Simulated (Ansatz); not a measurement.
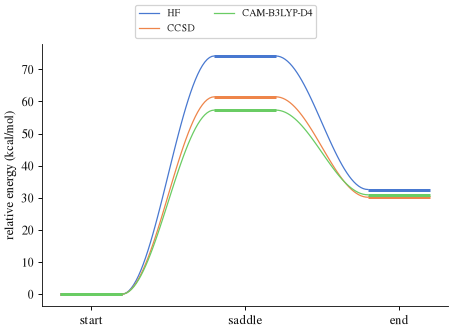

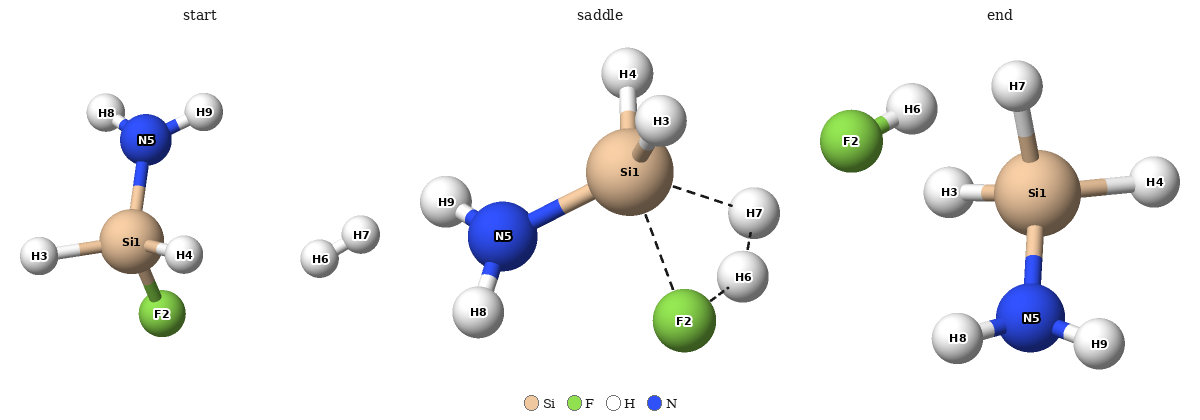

One elementary step of SiNH₆F: start, first-order saddle point (changing pairs dashed) and end. Electronic energies at PBE0-D4/def2-TZVP geometries, energies in def2-TZVPP, the Ansatz code; cores frozen in correlated methods, no zero-point terms. Start and end are the structures at the ends of the path (complexes, where there are several molecules). Lines between the levels only guide the eye.

Which bonds change in the step?

Answer. Si1–H7 (4.00 → 1.70 → 1.51 Å) and F2–H6 (2.72 → 1.20 → 0.93 Å) form; Si1–F2 (1.61 → 1.97 → 3.31 Å) and H6–H7 (0.75 → 0.97 → 1.70 Å) break (lengths at start, saddle and end; changes of bond order aren't listed). The imaginary mode at the saddle is 1040.1i cm⁻¹ (PBE0-D4).

Give the barriers and step energies (kcal/mol).

Answer.
```tsv
level	barrier	reverse barrier	step energy
HF	74.2	41.6	32.6
CCSD	61.5	31.3	30.2
CAM-B3LYP-D4	57.3	26.4	30.9
```
